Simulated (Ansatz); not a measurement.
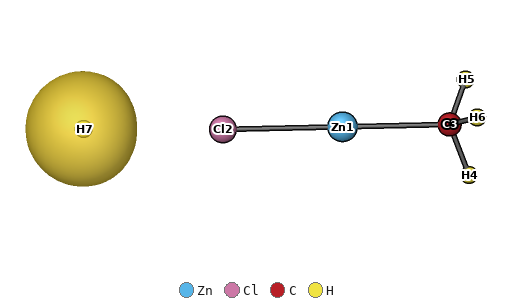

*CH3ClZn···H (doublet). Isosurface of the spin density (α minus β) at +0.04 e/Å³ (yellow), seen across its widest extent.*

Not at a stationary point (largest force 1.1 eV/Å).

Method: Ansatz 0.2.0, UHF/def2-SVP.

```yaml
atoms:
  - { symbol: Zn, position_ang: [0.0064, -0.0101, -0.0416] }
  - { symbol: Cl, position_ang: [0.0138, -0.0219, 2.1727] }
  - { symbol: C, position_ang: [-0.0009, 0.0015, -2.0244] }
  - { symbol: H, position_ang: [0.2706, -0.9795, -2.4204] }
  - { symbol: H, position_ang: [-0.9906, 0.2591, -2.4082] }
  - { symbol: H, position_ang: [0.7127, 0.7320, -2.4118] }
  - { symbol: H, position_ang: [-0.0120, 0.0189, 4.7521] }
```

Where is the unpaired spin?

The unpaired spin (1 electron) lies mostly on H7 (about 1.0), in electrons by Hirshfeld's partition.
